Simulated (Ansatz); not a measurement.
The starting structures come from a database of crystals and need not be the phases stable at ambient conditions.

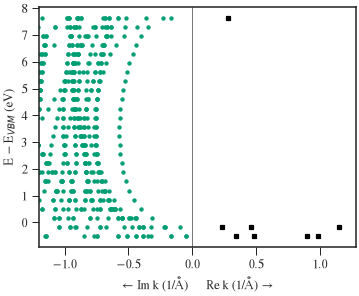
Figure: Complex bands at the centre of the two-dimensional zone; r2SCAN run with Ansatz (an electronic-structure program)

The gap is the functional's own, uncorrected, and κ follows it; spin-orbit coupling is left out. Mid-gap values are interpolated between the computed energies.

Problem. This is Rb2ZrF6 (P-3m1, not sure to be the ambient phase, 9 atoms a cell, 17.1 Å³ an atom) along the normal of (111). Read off the slowest decay at the centre of the two-dimensional zone at 3.91 eV, the computed energy nearest the middle of the gap.

Solution. κ ≈ 0.57 1/Å, a decay length 1/(2κ) of the density of 0.88 Å.
